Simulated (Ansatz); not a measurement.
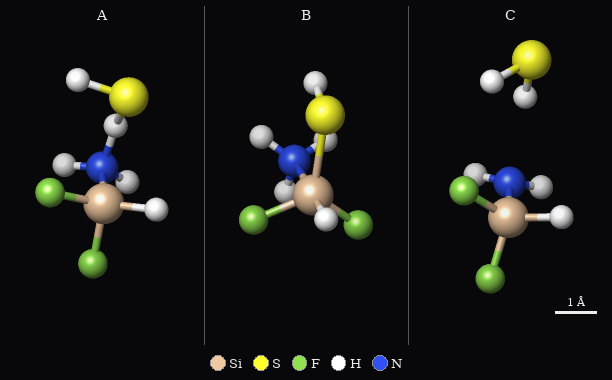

Three geometries of SiNH₅SF₂: a saddle point and the two minima that it joins, in shuffled order. Style: ball-and-stick. Shown from a free direction. Sticks join atoms that are closer than about 1.2 times the sum of their covalent radii (a little more with hydrogen).

Stationary points at PBE0-D4/def2-TZVP, single-point energies with CCSD(T)/CBS, BLYP-D4, PBE-QIDH, r2SCAN-D4, RPA@PBE, CAM-B3LYP-D4 (def2-TZVPP where no basis is named; Ansatz 0.2.0). The energies are electronic, without zero-point or thermal terms, and both ends are the minima reached downhill from the saddle, with any fragments still in contact. CCSD(T)/CBS stands for a frozen-core estimate: MP2 correlation extrapolated from def2-TZVPP and def2-QZVPP, CCSD(T) minus MP2 from the smaller set.

> Identify the saddle point and describe the reaction.

Frame A is the saddle point. Counted by bonded pieces, B holds NH₃ + SiH₂SF₂ and C holds H₂S + SiH₃NF₂. From B over the saddle to C, bonds form: N–Si (2.12 → 1.81 → 1.69 Å), H–S (3.11 → 1.70 → 1.35 Å). Bonds break: S–Si (2.15 → 2.77 → 4.01 Å), H–N (1.01 → 1.24 → 2.43 Å). The saddle has one imaginary mode, 902i cm⁻¹. With CCSD(T)/CBS the barrier is 101.7 kJ/mol from B and 109.8 kJ/mol from C, and C lies 8.1 kJ/mol below B.

```tsv
level	barrier from B (kJ/mol)	barrier from C (kJ/mol)	C less B (kJ/mol)
CCSD(T)/CBS	101.7	109.8	−8.1
BLYP-D4	81.7	96.0	−14.3
PBE-QIDH	97.3	99.9	−2.6
r2SCAN-D4	86.7	86.1	0.6
RPA@PBE	101.3	115.8	−14.6
CAM-B3LYP-D4	94.3	111.5	−17.3
```

Against CCSD(T)/CBS, RPA@PBE comes closest on the barrier from B (−0.4 kJ/mol) and BLYP-D4 misses most (−20.0 kJ/mol).
